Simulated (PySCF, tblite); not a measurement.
**C₇H₆NO radical: geometry, infrared bands and EPR parameters**

Aim: predict the infrared bands and EPR parameters of C₇H₆NO radical (`N#C[C@@H]1C[C]=CC(=O)C1`).

Computed with tblite 0.8.0 and PySCF 2.14.0, with density-fitted response routines of our own, on a single molecule in the gas phase. Atoms are numbered from 0 throughout.

### 1 The starting structure

15 atoms, charge 0, multiplicity 2; geometry from: force field or distance geometry start.

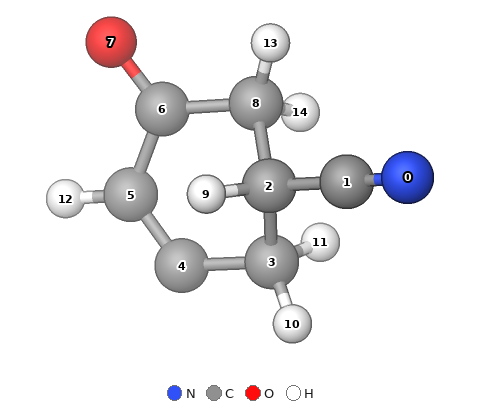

The starting geometry (nitrogen blue, carbon grey, oxygen red, hydrogen white), atoms numbered.

### 2 Geometry optimisation with GFN2-xTB

Job settings and geometry (Å):

```
{"job": {"kind": "relax", "xc": "GFN2-xTB", "basis": "xTB"}, "charge": 0, "multiplicity": 2}
N     -2.952900    -0.311300     1.682300
C     -1.935900    -0.104900     1.189100
C     -0.642000     0.143900     0.598200
C     -0.716300     1.056800    -0.616900
C      0.697500     1.396500    -0.939800
C      1.720300     0.574000    -0.692400
C      1.471500    -0.713000    -0.058500
O      2.439600    -1.447100     0.347000
C      0.053200    -1.126400     0.103800
H      0.090400     0.630400     1.285600
H     -1.347900     1.934500    -0.451800
H     -1.156500     0.435600    -1.423900
H      2.740200     0.839100    -0.929600
H     -0.066600    -1.961100     0.794300
H     -0.398900    -1.338800    -0.909100
```

Launch:

```console
$ OMP_NUM_THREADS=1 python probes_run.py task.json out
```

One launch serves the whole session: the jobs run in the order shown.

**Question.** This job is followed by: GFN2-xTB harmonic vibrations, gas phase; UKS B3LYP, pcH-1 on C H N O, non-relativistic, mean-field spin-orbit, GIAO. What will the session give for the following? strongest single infrared mode (GFN2-xTB); zero-point energy (GFN2-xTB); g(iso) (B3LYP); ⟨S²⟩; largest a(iso); potential on the surface of density 0.002 e/bohr³, 1st and 99th percentile.

The runs gave:

```
                                                                  quantity                  value
                                 strongest single infrared mode (GFN2-xTB)  1693 cm⁻¹, 416 km/mol
                                              zero-point energy (GFN2-xTB)          68.8 kcal/mol
                                                            g(iso) (B3LYP)                2.00241
                                                                      ⟨S²⟩     0.759 (exact 0.75)
                                                            largest a(iso)   13C on C4, 346.9 MHz
potential on the surface of density 0.002 e/bohr³, 1st and 99th percentile     -1.54 V and 1.53 V
```

The optimisation took 45 steps and gained 0.622 eV; among the close pairs (by a distance rule), C6–O7 changed most, from 1.281 to 1.203 Å. No mode is imaginary among the 39: a minimum at this level. The strongest single mode, at 1693 cm⁻¹, moves mainly C4 and C5. Unscaled tight-binding wavenumbers are off by several per cent, some by more. Its intensities can rank the bands wrongly. Most of the unpaired spin sits on C4 (0.96 e). The isotropic g lies 0.1 ppt above the free-electron value. These values are for one conformer; the search (at its own cheap level) found 2 more, at 0.78, 0.79 kcal/mol, and measured spectra average over such forms.
